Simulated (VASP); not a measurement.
Band structure of Ni3Si (L1_2). Calculation: PBEsol GGA, VASP's PBE PAW potentials (set 64) (plane waves; VASP).

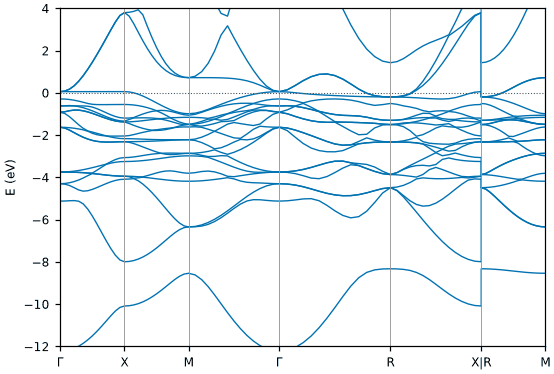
Bands along high-symmetry lines, zero at the valence-band maximum or, without a gap, the Fermi level

Read the plot: is there a gap, and where are the band edges?

It has no gap at this level: it comes out as a metal or semimetal. (Edges off the drawn lines would not show.)

The compound is Ni3Si in the L1_2 structure. It was relaxed first. The run is not spin-polarised, so no magnetic state was tried.
